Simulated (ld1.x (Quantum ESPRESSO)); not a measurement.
C: pseudopotential generation (part 2 of 2)

The same run, continued: carbon (C, Z = 6), core [He], reference valence 2s2 2p2, valence charge 4. Method: RRKJ potential, LDA (PZ), scalar-relativistic, made with ld1.x (Quantum ESPRESSO) 7.5.

## Output of the test run (extracts), continued
```
     ---------------------- Testing the pseudopotential ----------------------

     C
     scalar relativistic calculation

     atomic number is  6.00   valence charge is  4.00
     dft =PZ   lsd =0 sic =0 latt =0  beta=0.20 tr2=1.0E-14
     mesh =1073 r(mesh) = 100.30751 xmin = -7.00 dx = 0.01250

     n l     nl             e AE (Ry)        e PS (Ry)    De AE-PS (Ry)
     1 0     2S   1( 1.00)       -1.03516       -1.03611        0.00095
     2 1     2P   1( 3.00)       -0.42814       -0.42967        0.00153

     eps = 5.4E-15  iter = 10

     Etot =     -74.275108 Ry,     -37.137554 Ha,   -1010.564331 eV
     Etotps =   -10.211498 Ry,      -5.105749 Ha,    -138.934511 eV
     dEtot_ae =       0.605743 Ry
     dEtot_ps =       0.605472 Ry,   Delta E=       0.000271 Ry

     Ekin =       7.629554 Ry,       3.814777 Ha,     103.805373 eV
     Encl =     -24.219655 Ry,     -12.109827 Ha,    -329.525193 eV
     Ehrt =       8.531526 Ry,       4.265763 Ha,     116.077330 eV
     Ecxc =      -2.929484 Ry,      -1.464742 Ha,     -39.857655 eV
     (Ecc =      -0.134923 Ry,      -0.067462 Ha,      -1.835723 eV)
     Epseu=       0.776560 Ry,       0.388280 Ha,      10.565634 eV

     ---------------------- End of pseudopotential test ----------------------

     ---------------------- Testing the pseudopotential ----------------------

     C
     scalar relativistic calculation

     atomic number is  6.00   valence charge is  4.00
     dft =PZ   lsd =0 sic =0 latt =0  beta=0.20 tr2=1.0E-14
     mesh =1073 r(mesh) = 100.30751 xmin = -7.00 dx = 0.01250

     n l     nl             e AE (Ry)        e PS (Ry)    De AE-PS (Ry)
     1 0     2S   1( 2.00)       -0.78826       -0.78764       -0.00063
     2 1     2P   1( 2.30)       -0.19408       -0.19385       -0.00023

     eps = 6.0E-16  iter = 12

     Etot =     -74.968981 Ry,     -37.484491 Ha,   -1020.004955 eV
     Etotps =   -10.905069 Ry,      -5.452535 Ha,    -148.371026 eV
     dEtot_ae =      -0.088130 Ry
     dEtot_ps =      -0.088099 Ry,   Delta E=      -0.000031 Ry

     Ekin =       6.515536 Ry,       3.257768 Ha,      88.648378 eV
     Encl =     -25.374367 Ry,     -12.687184 Ha,    -345.235855 eV
     Ehrt =       9.589938 Ry,       4.794969 Ha,     130.477757 eV
     Ecxc =      -3.123082 Ry,      -1.561541 Ha,     -42.491691 eV
     (Ecc =      -0.134923 Ry,      -0.067462 Ha,      -1.835723 eV)
     Epseu=       1.486906 Ry,       0.743453 Ha,      20.230386 eV

     ---------------------- End of pseudopotential test ----------------------

     ---------------------- Testing the pseudopotential ----------------------

     C
     scalar relativistic calculation

     atomic number is  6.00   valence charge is  4.00
     dft =PZ   lsd =1 sic =0 latt =0  beta=0.20 tr2=1.0E-14
     mesh =1073 r(mesh) = 100.30751 xmin = -7.00 dx = 0.01250

     n l     nl             e AE (Ry)        e PS (Ry)    De AE-PS (Ry)
     1 0     2S   1( 1.00)       -1.05977       -1.06366        0.00389
     2 1     2P   1( 2.00)       -0.45144       -0.45369        0.00226
     1 0     2S   2( 1.00)       -0.87817       -0.87081       -0.00736  !
     2 1     2P   2( 0.00)       -0.28484       -0.28031       -0.00453

     eps = 2.0E-16  iter = 12

     Etot =     -74.963786 Ry,     -37.481893 Ha,   -1019.934274 eV
     Etotps =   -10.903273 Ry,      -5.451636 Ha,    -148.346581 eV
     dEtot_ae =      -0.082935 Ry
     dEtot_ps =      -0.086303 Ry,   Delta E=       0.003368 Ry

     Ekin =       6.471985 Ry,       3.235992 Ha,      88.055836 eV
     Encl =     -24.563687 Ry,     -12.281844 Ha,    -334.205992 eV
     Ehrt =       8.769545 Ry,       4.384773 Ha,     119.315745 eV
     Ecxc =      -3.090024 Ry,      -1.545012 Ha,     -42.041913 eV
     (Ecc =      -0.134923 Ry,      -0.067462 Ha,      -1.835723 eV)
     Epseu=       1.508908 Ry,       0.754454 Ha,      20.529743 eV

     ---------------------- End of pseudopotential test ----------------------

     ---------------------- Testing the pseudopotential ----------------------

     C
     scalar relativistic calculation

     atomic number is  6.00   valence charge is  4.00
     dft =PZ   lsd =1 sic =0 latt =0  beta=0.20 tr2=1.0E-14
     mesh =1073 r(mesh) = 100.30751 xmin = -7.00 dx = 0.01250

     n l     nl             e AE (Ry)        e PS (Ry)    De AE-PS (Ry)
     1 0     2S   1( 1.00)       -1.93037       -1.93385        0.00348
     2 1     2P   1( 1.00)       -1.30698       -1.30462       -0.00236
     1 0     2S   2( 1.00)       -1.81323       -1.80887       -0.00436
     2 1     2P   2( 0.00)       -1.18964       -1.18302       -0.00663  !

     eps = 1.4E-16  iter =  9

     Etot =     -74.102420 Ry,     -37.051210 Ha,   -1008.214783 eV
     Etotps =   -10.040636 Ry,      -5.020318 Ha,    -136.609808 eV
     dEtot_ae =       0.778432 Ry
     dEtot_ps =       0.776334 Ry,   Delta E=       0.002097 Ry

     Ekin =       5.013703 Ry,       2.506851 Ha,      68.214904 eV
     Encl =     -19.940558 Ry,      -9.970279 Ha,    -271.305119 eV
     Ehrt =       5.474977 Ry,       2.737488 Ha,      74.490854 eV
     Ecxc =      -2.355470 Ry,      -1.177735 Ha,     -32.047795 eV
     (Ecc =      -0.134923 Ry,      -0.067462 Ha,      -1.835723 eV)
     Epseu=       1.766712 Ry,       0.883356 Ha,      24.037348 eV

     ---------------------- End of pseudopotential test ----------------------
```

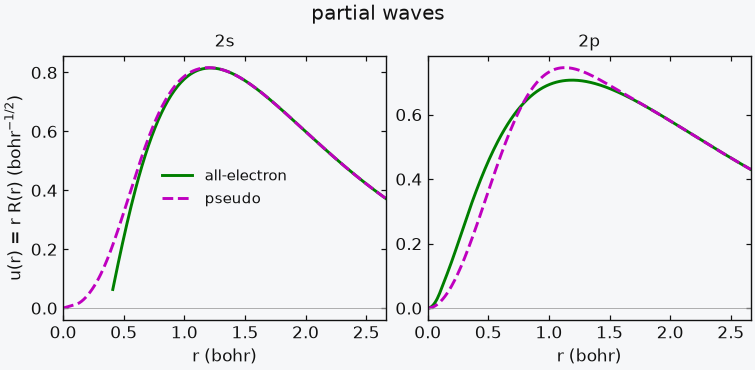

Fig. 2: All-electron valence functions (solid) with their pseudo partners (dashed). The innermost oscillations of some all-electron curves aren't drawn. Reference configuration 2s2 2p2.

- Matching radii: 2s at 1.35 bohr; 2p at 2.05 bohr. The curves merge smoothly, so the plot gives these only roughly.
- Nodes of the pseudo-waves: 2s has no node; 2p has no node.

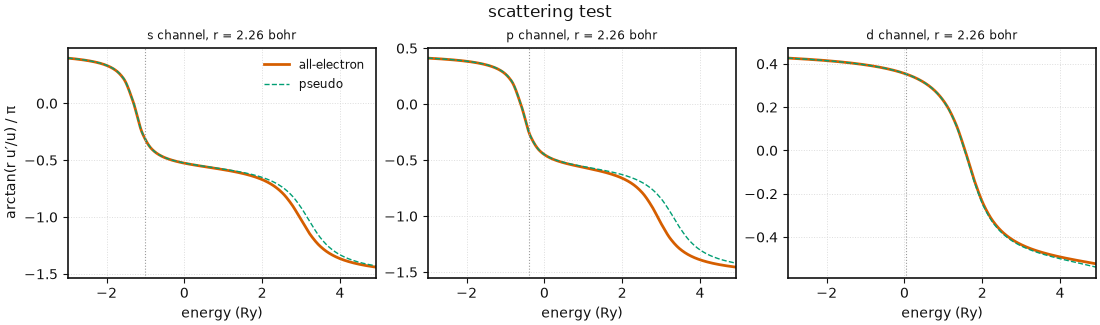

Fig. 3: Unwrapped phase arctan(r u′/u) in units of π against energy, all-electron (solid) and pseudo (dashed); the pseudo phase is matched to the all-electron one at the reference energy. Here u = r R(r). The dotted line marks the reference energy of the channel.

- First channel to depart above its reference energy: the p channel: its phase error passes 0.05 rad 2.0 Ry above its reference energy, against 2.9 Ry for s.
- Poles, where the radial function vanishes at the test radius: s: all-electron at -0.3 Ry, pseudo at -0.3 Ry; p: all-electron at 0.3 Ry, pseudo at 0.3 Ry; d: all-electron at 4.2 Ry, pseudo at 4.0 Ry.
- Range over which the phases agree within 0.05 rad: s: up to about 1.9 Ry; p: up to about 1.6 Ry; d: up to about 4.9 Ry.

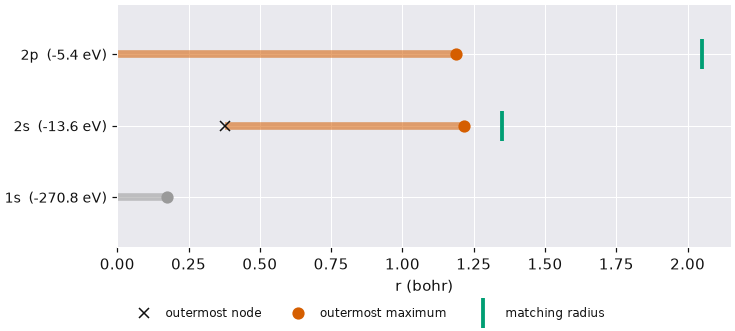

Fig. 4: Outer shells of the all-electron reference atom: each bar runs from the outermost node (or the nucleus) to the outermost maximum of u(r); the tick is the radius chosen for the pseudo-wave. Shells without a tick have no pseudo-wave of their own. Levels, nodes and maxima are from ld1.x, scalar-relativistic.

- Radii against the shells: 2s: 1.35 bohr, outside the maximum; 2p: 2.05 bohr, outside the maximum.

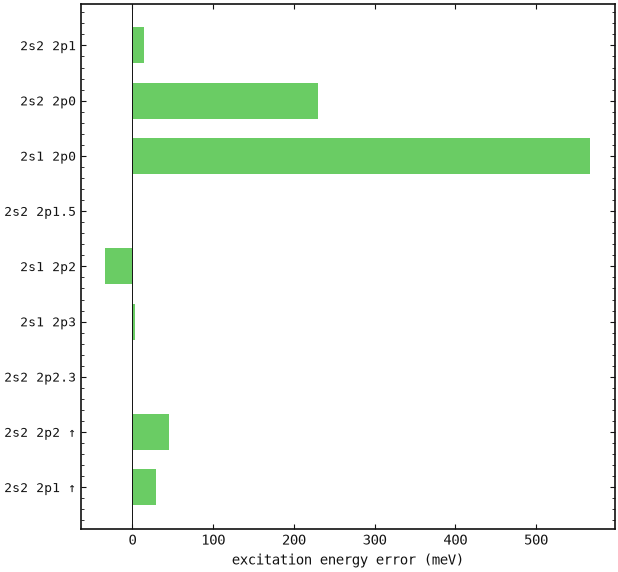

Fig. 5: Errors, all-electron minus pseudo, of the energies of valence configurations relative to the unpolarised reference 2s2 2p2. An arrow marks spin-polarised runs filled by Hund’s rule.

- Worst configuration: 2s1 2p0 (charge +3): the error is +567 meV on an all-electron energy of +83.22 eV relative to the reference, or 0.68 %.
- Errors in meV: 2s2 2p1: +14; 2s2 2p0: +230; 2s1 2p0: +567; 2s2 2p1.5: +0.6; 2s1 2p2: -34; 2s1 2p3: +3.7; 2s2 2p2.3: -0.4; 2s2 2p2 ↑: +46; 2s2 2p1 ↑: +29.
- Configurations within 10 meV and within 50 meV: 3 and 7 of 9.

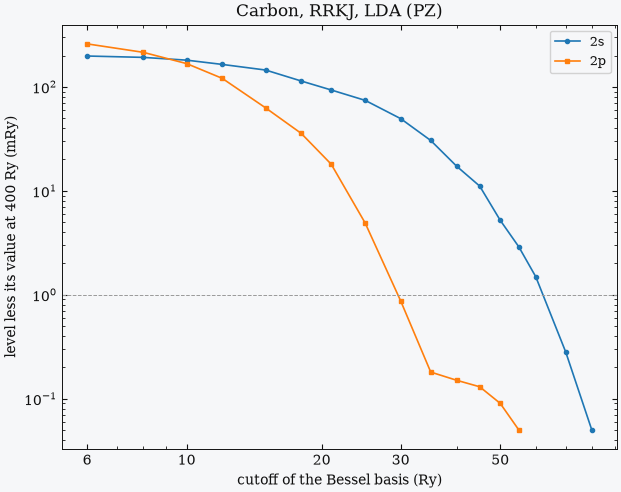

Fig. 6: The pseudo-atom Hamiltonian at the reference potential is diagonalised in spherical Bessel functions (20 bohr box) up to the cutoff. Curves: distance of each valence level from its value at 400 Ry.

- Hardest occupied shell: 2s: its level needs 70 Ry to come within 1 mRy, against 30 Ry for 2p.
- Cutoffs from which each level stays within 1 mRy: 2s: 70 Ry; 2p: 30 Ry.
- Cutoffs for 10 and 1 mRy in the occupation-weighted sum of levels: 55 Ry and 70 Ry, on the ladder of cutoffs that was run.

Outcome of the run: generated.
